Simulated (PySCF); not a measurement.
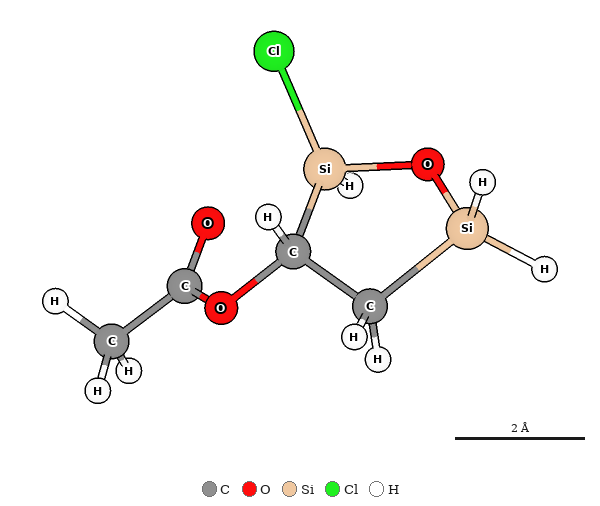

The structure (ball-and-stick view, seen at a tilt). Bond lengths as drawn: Cl–Si 2.02 Å, C–C 1.50 to 1.55 Å, C–H 1.09 to 1.10 Å, C–O 1.24 to 1.48 Å, C–Si 1.95 to 1.99 Å, H–Si 1.44 to 1.45 Å and O–Si 1.63 to 1.75 Å.

**NMR shielding calculation, with input and output: C4H9ClO3Si2**

- system: C4H9ClO3Si2
- method: GIAO wB97X-D/6-31G* NMR shielding, non-relativistic, gas phase (PySCF 2.14.0)

The geometry comes from this level: GFN1-xTB. Figures and captions count atoms from 1; the log counts them from 0 in places.

**The program's output**
```
coarse grid: 18056 points
cycle   1  E = -1422.4617027145  dE =  1.820e+00  |g| = 1.169e+00  |ddm| = 4.096e+00
cycle   2  E = -1422.3226692049  dE =  1.390e-01  |g| = 1.509e+00  |ddm| = 1.939e+00
cycle   3  E = -1422.7366360832  dE = -4.140e-01  |g| = 1.377e-01  |ddm| = 1.118e+00
cycle   4  E = -1422.7396933567  dE = -3.057e-03  |g| = 7.805e-02  |ddm| = 1.622e-01
cycle   5  E = -1422.7408218862  dE = -1.129e-03  |g| = 1.981e-02  |ddm| = 6.335e-02
cycle   6  E = -1422.7409061028  dE = -8.422e-05  |g| = 4.951e-03  |ddm| = 2.056e-02
cycle   7  E = -1422.7409115451  dE = -5.442e-06  |g| = 1.984e-03  |ddm| = 6.631e-03
final grid: 162408 points
cycle   8  E = -1422.6428128265  dE = -1.081e-04  |g| = 6.925e-03  |ddm| = 3.519e-02
cycle   9  E = -1422.6428166057  dE = -3.779e-06  |g| = 6.608e-03  |ddm| = 1.200e-02
cycle  10  E = -1422.6428255120  dE = -8.906e-06  |g| = 1.299e-03  |ddm| = 5.293e-03
cycle  11  E = -1422.6428258154  dE = -3.034e-07  |g| = 5.368e-04  |ddm| = 1.369e-03
cycle  12  E = -1422.6428258843  dE = -6.885e-08  |g| = 1.608e-04  |ddm| = 6.320e-04
cycle  13  E = -1422.6428258903  dE = -6.066e-09  |g| = 3.912e-05  |ddm| = 1.700e-04
cycle  14  E = -1422.6428258908  dE = -4.798e-10  |g| = 1.798e-05  |ddm| = 6.444e-05
```

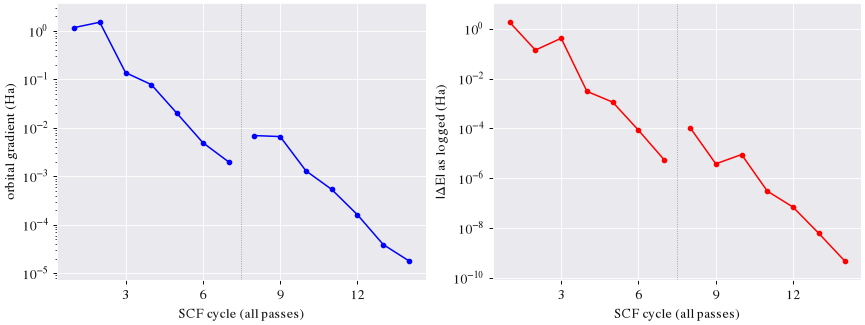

Convergence of the self-consistent field: orbital gradient and size of the energy change against the SCF cycle. The dotted line marks the change from a coarse to the final integration grid. The first 7 cycles use a coarse grid, the final grid takes over at cycle 8, and the field converges after 14 cycles in all.

```
converged SCF energy = -1422.6428258908

GIAO shielding tensors (ppm)
atom      isotropic    diamagn.    paramagn.     s11        s22        s33       span
  0 C      176.207     252.893     -76.686    159.516    166.641    202.465     42.948
  1 C       25.436     249.637    -224.201    -40.596     19.182     97.723    138.319
  2 O       -8.696     401.921    -410.617   -215.889    -84.156    273.959    489.847
  3 O      108.563     400.746    -292.183    -45.803    136.256    235.235    281.038
  4 C      119.626     250.268    -130.642     81.694    107.591    169.593     87.900
  5 C      175.489     251.998     -76.509    154.473    180.252    191.744     37.271
  6 Si     425.878     881.967    -456.089    392.242    406.355    479.038     86.796
  7 O      239.864     394.959    -155.094    167.355    256.251    295.986    128.631
  8 Si     443.079     877.589    -434.510    389.372    436.899    502.965    113.593
  9 Cl     957.553    1148.159    -190.606    860.010    954.873   1057.775    197.765
 10 H       30.293      28.869       1.424     26.833     28.667     35.380      8.547
 11 H       30.247      27.952       2.295     26.347     28.910     35.485      9.138
 12 H       30.658      29.615       1.043     26.044     30.468     35.464      9.420
 13 H       28.187      32.788      -4.601     25.800     28.156     30.606      4.806
 14 H       30.683      31.110      -0.427     26.373     28.571     37.104     10.731
 15 H       31.170      32.825      -1.655     27.285     29.438     36.786      9.500
 16 H       27.336      29.903      -2.568     23.841     24.807     33.359      9.518
 17 H       27.302      29.725      -2.422     23.888     24.776     33.243      9.355
 18 H       26.980      30.674      -3.694     22.586     25.972     32.383      9.797
```

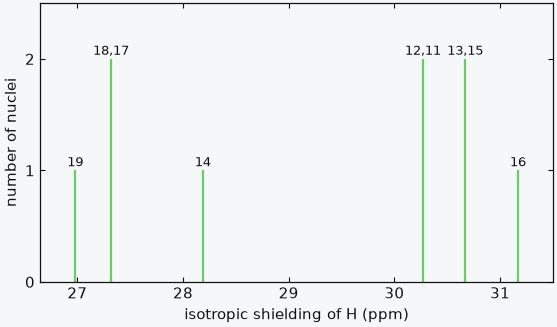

Isotropic shieldings of the hydrogen nuclei in this fixed geometry, labelled by atom number; shielding grows to the right, so chemical shift grows to the left. The least shielded is H19 (27.0 ppm), the most shielded H16 (31.2 ppm).

The run was set up as follows.

**Input file**
```
{"job": {"xc": "wB97X-D", "basis": "6-31G*", "kind": "nmr", "pop": false}, "charge": 0, "multiplicity": 1}
C      3.079060    -1.150105     0.385065
C      1.809314    -0.355047     0.350819
O      1.496427     0.396420     1.281511
O      1.070071    -0.506643    -0.692366
C     -0.171449     0.291708    -0.658484
C     -1.365283    -0.571214    -1.132743
Si    -2.928749     0.390780    -0.489197
O     -2.192016     1.176368     0.733950
Si    -0.486187     1.149138     1.106114
Cl     0.090374     3.080553     1.174531
H      3.032567    -1.841048     1.225663
H      3.915483    -0.472618     0.547865
H      3.212057    -1.700325    -0.542630
H     -0.002761     1.059194    -1.433454
H     -1.269241    -0.787224    -2.203461
H     -1.286254    -1.548760    -0.633284
H     -3.454148     1.335175    -1.453173
H     -3.963767    -0.481843     0.019867
H     -0.595302     0.544743     2.405944
```

The first line tells a small driver script what to run in PySCF; the rest is the geometry in Å.

Launched with:
```bash
OMP_NUM_THREADS=1 python <driver script> task.json out
```

**Summary**

| quantity | value |
| --- | --- |
| outcome | converged |
| total energy | −1422.642826 hartree |
| HOMO | −9.71 eV |
| LUMO | 1.42 eV |
| dipole moment | 5.32 D |
| isotropic shielding, C | 25.4 to 176.2 ppm |
| isotropic shielding, O | −8.7 to 239.9 ppm |
| isotropic shielding, Si | 425.9 to 443.1 ppm |
| isotropic shielding, Cl | 957.6 ppm |
| isotropic shielding, H | 27.0 to 31.2 ppm |
| hardware | 1 CPU thread, shared host |
| wall time | 44 s |
| peak memory | 0.93 GiB |
